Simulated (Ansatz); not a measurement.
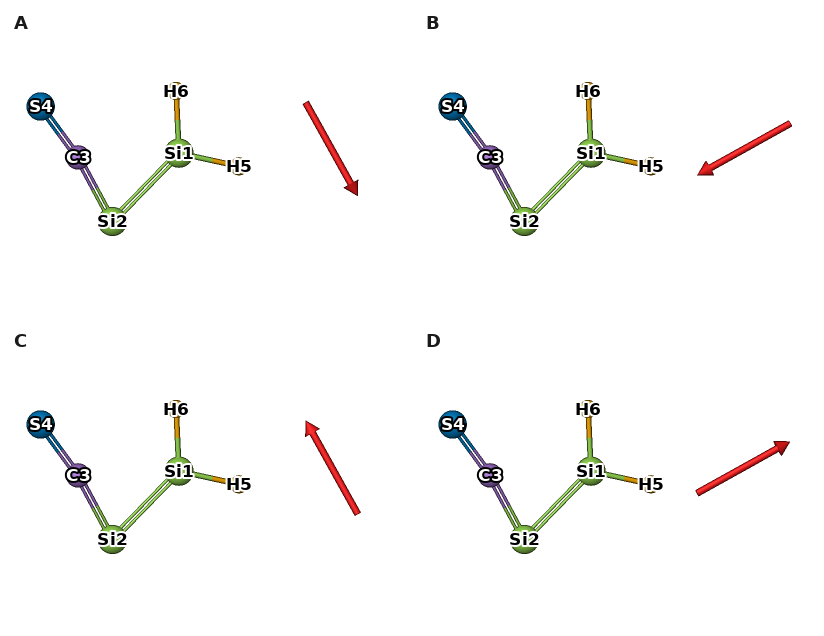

The same molecule four times, each with an arrow. The geometry was computed by an optimisation with PBE0-D4/def2-TZVP. No frequency run is at hand to confirm it as a minimum. Level of theory: RKS PBE0-D4/def2-TZVP (Ansatz 0.2.0).

### Which arrow points along the dipole moment, from the negative to the positive end?

D. The dipole moment is 0.85 D; it points from the side of S4 to the side of H5 (the outermost atoms at the two ends).
